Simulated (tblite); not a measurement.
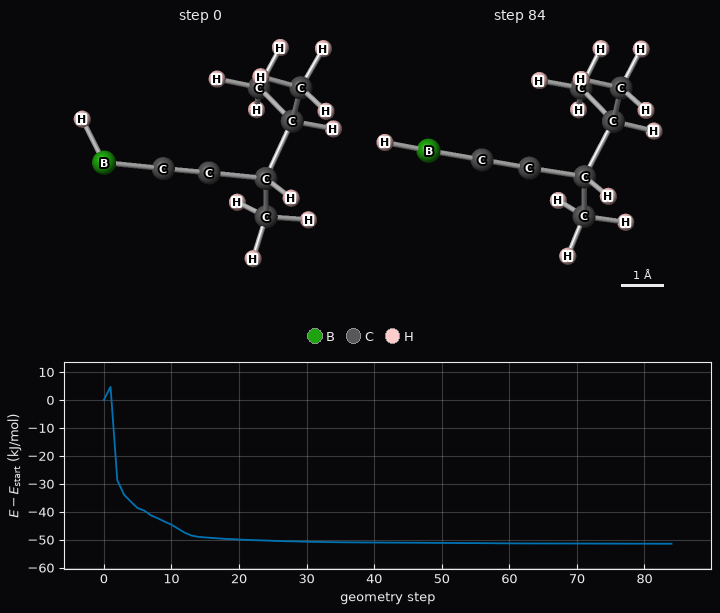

First and last geometry of a relaxation of C7H12B (multiplicity 2), with the history of the run. The picture is a ball-and-stick view, seen from a free direction.

The calculation used GFN2-xTB geometry optimisation, gas phase in tblite. 

### Read the history and describe the run.

It converged. An H atom moves most after the best rigid fit: 0.75 Å. By element the largest moves are H 0.75 Å, B 0.34 Å, C 0.21 Å. Near-neighbour distances that change, for instance: B–C 1.548 → 1.402 Å, C–C 1.190 → 1.243 Å, C–C 1.488 → 1.442 Å, B–H 1.181 → 1.144 Å. Among the angles between lasting bonds that change: C–B–H 119.8° → 179.1°. After 84 geometry steps the energy has fallen by 51.4 kJ/mol. Cost: 0.6 s on 1 thread of Arm Neoverse V1, on a shared host.

| step | E − E(0), kJ/mol |
| --- | --- |
| 0 | 0.00 |
| 1 | 4.74 |
| 2 | -28.66 |
| 3 | -33.83 |
| 4 | -36.34 |
| 5 | -38.63 |
| 6 | -39.56 |
| 7 | -41.27 |
| 8 | -42.31 |
| 9 | -43.48 |
| 10 | -44.57 |
| 14 | -48.94 |
| 18 | -49.68 |
| 22 | -50.09 |
| 26 | -50.43 |
| 29 | -50.62 |
| 33 | -50.80 |
| 37 | -50.91 |
| 41 | -50.97 |
| 45 | -51.03 |
| 49 | -51.09 |
| 53 | -51.15 |
| 57 | -51.21 |
| 61 | -51.27 |
| 65 | -51.30 |
| 68 | -51.31 |
| 72 | -51.34 |
| 76 | -51.36 |
| 80 | -51.38 |
| 84 | -51.39 |
